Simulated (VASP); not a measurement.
Band structure of TiS2 (space group P-3m1). All values below come from PBE GGA, VASP's PBE PAW potentials (set 64) (plane waves; VASP 6.6.1).

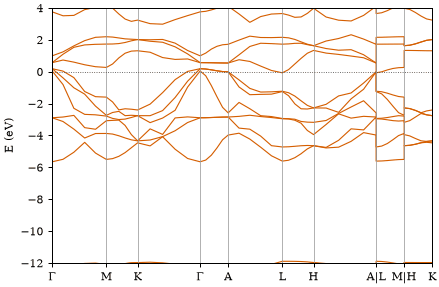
Figure. Bands along high-symmetry lines, zero at the valence-band maximum or, without a gap, the Fermi level

Problem. Read the plot: is there a gap, and where are the band edges?

Solution. It has no gap at this level: it comes out as a metal or semimetal.

The structure is a typed TiS2 crystal. The cell was not relaxed at this level.
